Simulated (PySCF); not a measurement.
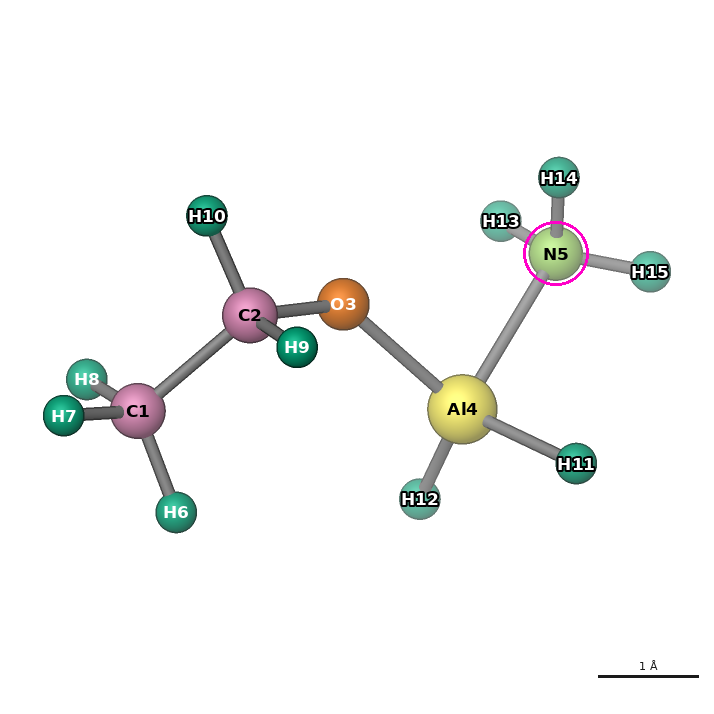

Orthographic view. Depth is shown by fading: the farther an atom, the more it takes the colour of the background. Computed geometry: PBE0-D3(BJ)/def2-SVP optimisation. No frequency run is at hand to confirm it as a minimum.

Name the neighbours of the circled atom.

Answer. The circled atom is N5; it is bonded to Al4, H13, H14, H15.

What is the shortest path along bonds from the circled atom to H7?

Answer. N5–Al4–O3–C2–C1–H7, 5 bonds; through space the two are 6.07 Å apart.

Which two atoms are farthest apart in space?

Answer. H7 and H15, 6.98 Å.

Which atom is farthest from the viewer?

Answer. H13, 2.2 Å behind the mean position.
